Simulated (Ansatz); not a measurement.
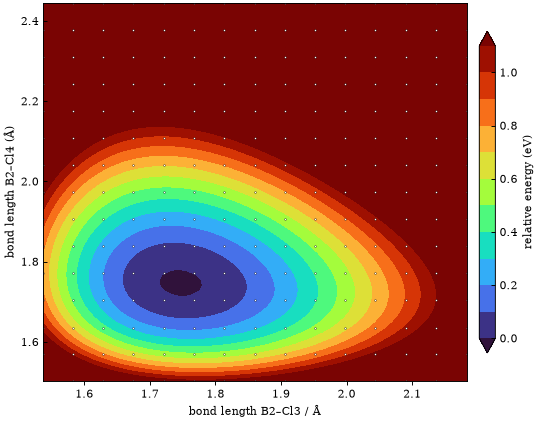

BCl2F, SMILES FB(Cl)Cl. 
- Coordinates scanned: (1) bond length B2–Cl3; (2) bond length B2–Cl4.
- Nothing is relaxed (all other coordinates rigid).
- The scan uses a 15 × 15 grid.
- Points are written as (first, second).
- All energies are given in eV relative to the lowest grid point.
- Level of theory: RHF/def2-TZVP (Ansatz 0.2.0).

In the figure: filled contours, dots at the grid points, one colour for all values above the top of the scale. Between grid points the surface is interpolated.

Q: Estimate the position of the minimum and the force constants in these coordinates.

A: The interpolated minimum is at bond length B2–Cl3 ≈ 1.746 Å, bond length B2–Cl4 ≈ 1.746 Å. The curvatures there are about 26 eV/Å² and 26 eV/Å², with a cross term of about 2.7 eV/Å². Round the minimum the two coordinates are weakly coupled (coupling 0.10 in units of the two stiffnesses).
